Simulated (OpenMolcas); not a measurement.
# [CF2]+ (SMILES F[C+]F): methods side by side

[CF2]+: 3 atoms, total charge +1, spin state doublet. SMILES: `F[C+]F`. The coordinates come from a PBE0-D4/def2-TZVP relaxation.

```xyz
3

F     0.3791    0.9730    0.3162
C     0.2757   -0.2214    0.1273
F    -0.6548   -0.7516   -0.4435
```

Each level gives the energy change with the C2–F3 bond stretched from 1.214 to 2.185 Å (eV). The values are calculated.

| level | kind | program | value (eV) | CPU time (all runs) |
| --- | --- | --- | --- | --- |
| UHF/cc-pVTZ | Hartree–Fock | OpenMolcas | 2.45 | 27 s |
| U-revPBE/cc-pVTZ | GGA | OpenMolcas | 3.39 | 73 s |
| U-r2SCAN/cc-pVTZ | meta-GGA | OpenMolcas | 3.66 | 1.8 min |
| UM06-L/cc-pVTZ | meta-GGA | OpenMolcas | 3.44 | 1.7 min |
| UTPSS/cc-pVTZ | meta-GGA | OpenMolcas | 3.41 | 1.8 min |
| UB3LYP/cc-pVTZ | global hybrid | OpenMolcas | 3.36 | 77 s |
| UPBE0/cc-pVTZ | global hybrid | OpenMolcas | 3.59 | 77 s |
| CASSCF(17,12)/cc-pVTZ | multireference | OpenMolcas | 2.36 | 91 s |

The first shape isn't each level's own minimum. The values span 2.36 to 3.66 eV. CPU times are rough (shared hosts, several kinds of processor): they show what a rung costs within a factor of a few.

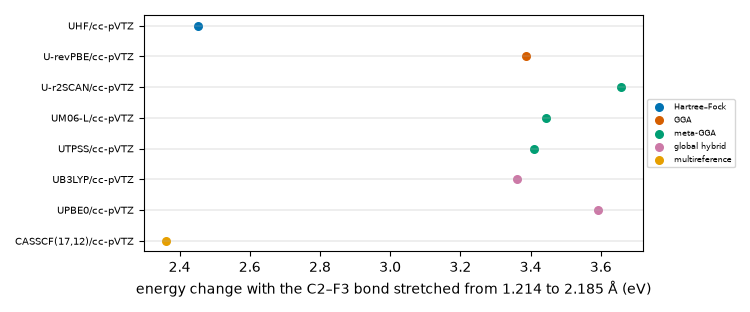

The values of the table, level by level.
